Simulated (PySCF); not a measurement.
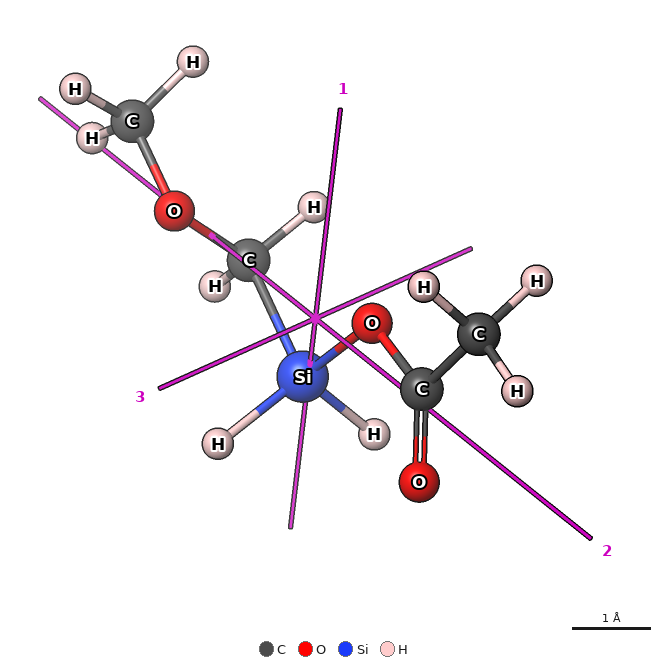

The three principal axes of inertia are drawn and numbered. Distant atoms are faded towards the background colour. Computed geometry: PBE0-D3(BJ)/def2-SVP optimisation. No frequency run is at hand to confirm it as a minimum. Masses are those of the most abundant isotopes; constants are for the rigid equilibrium geometry.

Q: Which line is the a axis (least moment of inertia), which b and which c?

A: a is line 2, b is line 1, c is line 3; the moments are 131, 667, 761 u Å².

Q: Classify the rotor and give the rotational constants (GHz).

A: An asymmetric top (C1): A = 3.85, B = 0.758, C = 0.664 GHz. Ray's parameter κ is −0.94, close to the prolate limit.
